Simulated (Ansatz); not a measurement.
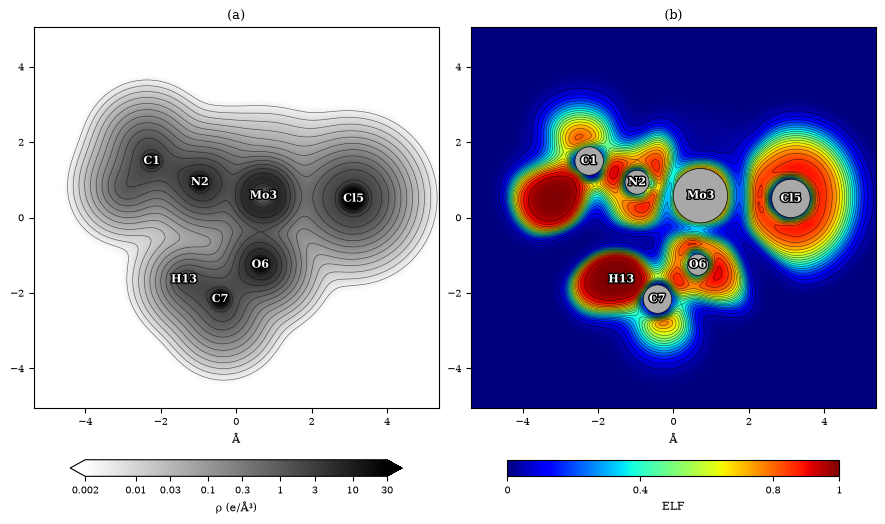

Figure 1: C3H9ClFMoNO2 (SMILES C[N]=[Mo]([F])([Cl])([O]C)[O]C). (a) electron density; (b) ELF on the plane of atoms O6, C7 and H13. Grey discs cover the atomic cores in the ELF map.

Geometry: PBE0-D4/def2-TZVP; core potentials replace the inner electrons of Mo.

These are results of RKS PBE0-D4/def2-TZVPP in Ansatz, not measurements.

```yaml
atoms:
  - { symbol: C, position_ang: [1.7715, -1.6306, -1.2839] }
  - { symbol: N, position_ang: [0.7279, -0.8613, -0.7357] }
  - { symbol: Mo, position_ang: [-0.7787, -0.2820, -0.1492] }
  - { symbol: F, position_ang: [-1.6646, -1.5352, -1.2274] }
  - { symbol: Cl, position_ang: [-3.0203, 0.0818, 0.6404] }
  - { symbol: O, position_ang: [-0.6964, 1.4517, -0.7402] }
  - { symbol: C, position_ang: [0.3003, 2.1828, -1.4073] }
  - { symbol: O, position_ang: [-0.2638, -0.4411, 1.6316] }
  - { symbol: C, position_ang: [-0.9345, -0.1906, 2.8486] }
  - { symbol: H, position_ang: [2.4103, -1.0189, -1.9290] }
  - { symbol: H, position_ang: [1.3542, -2.4509, -1.8799] }
  - { symbol: H, position_ang: [2.3891, -2.0526, -0.4831] }
  - { symbol: H, position_ang: [1.1603, 1.5491, -1.6437] }
  - { symbol: H, position_ang: [0.6221, 3.0089, -0.7681] }
  - { symbol: H, position_ang: [-0.1202, 2.5886, -2.3305] }
  - { symbol: H, position_ang: [-0.2053, -0.3436, 3.6486] }
  - { symbol: H, position_ang: [-1.3158, 0.8315, 2.8851] }
  - { symbol: H, position_ang: [-1.7736, -0.8762, 2.9757] }
```

Question: Describe what can be read from this map.

Answer: The section cuts through C, N, Mo, Cl, O and H sites.
C–O (1.40 Å): ρ at the midpoint is about 2.1 e/Å³, with its minimum of 1.7 e/Å³ about 0.5 Å from C; the ELF peaks at about 0.85 between the atoms, as expected for a polar covalent bond.
C–N (1.41 Å): ρ is about 2.1 e/Å³ halfway; the ELF peaks at about 0.90 between the atoms: a covalent bond.
Mo–N (1.72 Å): ρ at the midpoint is about 1.7 e/Å³; the ELF peaks at about 0.65 in the valence shell of N, 0.6 Å from its nucleus, and drops to about 0.30 between the two atoms.
Mo–O (1.83 Å): ρ is about 1.3 e/Å³ halfway; the ELF peaks at about 0.85 in the valence shell of O, 0.6 Å from its nucleus, and drops to about 0.35 between the two atoms.
Mo–Cl (2.40 Å): ρ is about 0.55 e/Å³ halfway; the ELF peaks at about 0.85 in the valence shell of Cl, 0.8 Å from its nucleus, and is about 0.35 at the midpoint.
